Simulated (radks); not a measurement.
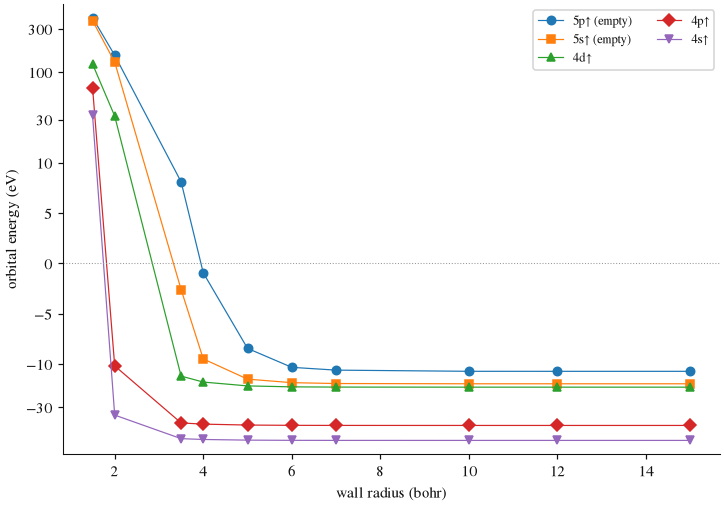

Zr²⁺ (Z = 40, 38 electrons) in the configuration [Kr] 4d2 (high spin). It is put inside a hard spherical wall of varying radius. All numbers are computed, not measured: scalar-relativistic Kohn-Sham, PBE, spin-polarised, spherical densities, finite nucleus (the in-house radial solver radks). The plot shows the outer orbital energies (spin up), on a scale that is linear within ±10 eV and logarithmic beyond.

Question: How do the levels move, and do any cross?

Answer: The levels rise as the wall closes in: 4d↑ goes from −17.9 eV at 15 bohr to 123.1 eV at 1.5 bohr and passes zero between 3.5 and 2 bohr. No two of the levels drawn cross. The fastest to rise is 5p↑ (by 411.8 eV), the slowest 4s↑ (by 102.8 eV): the wall presses hardest on the most extended orbitals.
